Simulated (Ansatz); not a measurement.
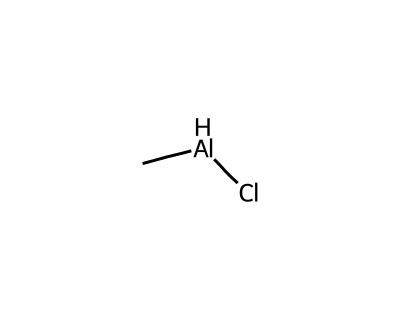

Structural formula above. Computed geometry: PBE0-D4/def2-TZVP optimisation. No frequency run is at hand to confirm it as a minimum.

Describe the 3D structure.

It has 7 atoms: 1 carbon, 4 hydrogen, 1 aluminium and 1 chlorine (CH4AlCl). SMILES: `[CH3][AlH][Cl]`. This geometry has Cs symmetry. Coordination: 1 C tetrahedral; 1 Al trigonal planar.

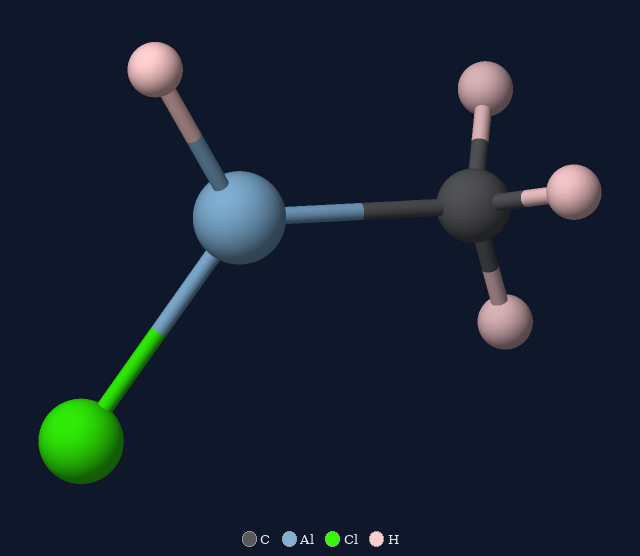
